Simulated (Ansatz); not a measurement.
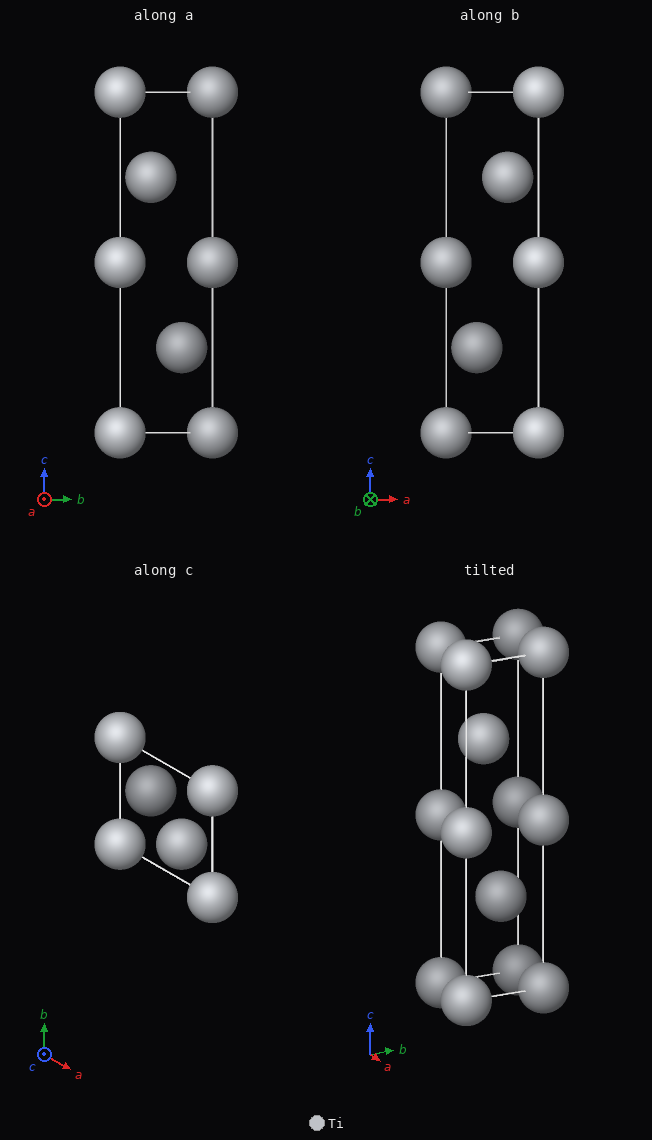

A spheres-only picture of a crystal structure, seen along the a axis, along the b axis, along the c axis and slightly off an axis. Thin lines show the conventional unit cell, with boundary atoms drawn in all their periodic places.

Lattice parameters: a = 2.931 Å, b = 2.931 Å, c = 9.359 Å, α = 90.00°, β = 90.00°, γ = 120.00°. Put a along x and b in the xy plane.

### Transcribe the picture into a POSCAR file.

```
Ti
1.0
     2.931    0.000    0.000
    -1.465    2.538    0.000
     0.000    0.000    9.359
Ti
4
Direct
  0.0000 0.0000 0.0000
  0.0000 0.0000 0.5000
  0.3333 0.6667 0.2500
  0.6667 0.3333 0.7500
```

Starting structure: a structure type filled with this element by a generator (whether the element takes this form wasn't checked). Earlier steps of the study may have refined or changed the cell and positions. An electronic-structure calculation with Ansatz was run on it.
